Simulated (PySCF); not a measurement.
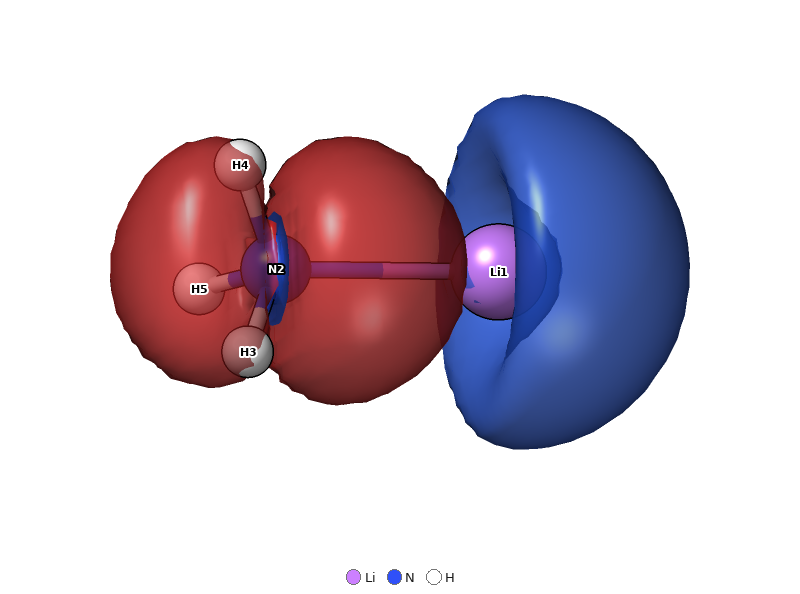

Figure. H₃LiN, charge +1, SMILES `[Li+].N`. Unrelaxed difference density of S₁ less the ground state (TDA singlet states), ±0.015 e/Å³; blue: gain, red: loss.

Level of theory: LC-wPBE/def2-SVP (PySCF), at a geometry from GFN2-xTB. The pair's geometry is semi-empirical, so its contact may be too short or too long. GFN2-xTB bond lengths at metals and heavier atoms can be off by up to 0.1 Å and shapes distorted, which carries into these values. Without diffuse functions Rydberg states are missing, so the states' numbers hold for this basis only.

Geometry (Å), atoms numbered from 1:

```
Li1      1.6112    0.0000    0.0000
N2      -0.3589    0.0000    0.0000
H3      -0.7737   -0.4589   -0.8128
H4      -0.7737   -0.4744    0.8038
H5      -0.7737    0.9333    0.0090
```

Question: How does the charge move on excitation?

Answer: 0.86 e is displaced in all, of which about 0.7 e passes between atoms: N2 (0.66 e) loses electrons and Li1 (0.66 e) gains them. The state: 9.03 eV (137 nm), f = 0.069, partly diffuse acceptor orbital, which a basis without diffuse functions describes poorly; the leading pair carries 100 %; hole on N2 (75 %), Li1 (7 %) and H3, H4 and H5 (6 % each), electron on Li1 (73 %), N2 (9 %) and H3, H4 and H5 (6 % each) (atom shares of so diffuse an orbital are rough); their centroids lie 1.5 Å apart.
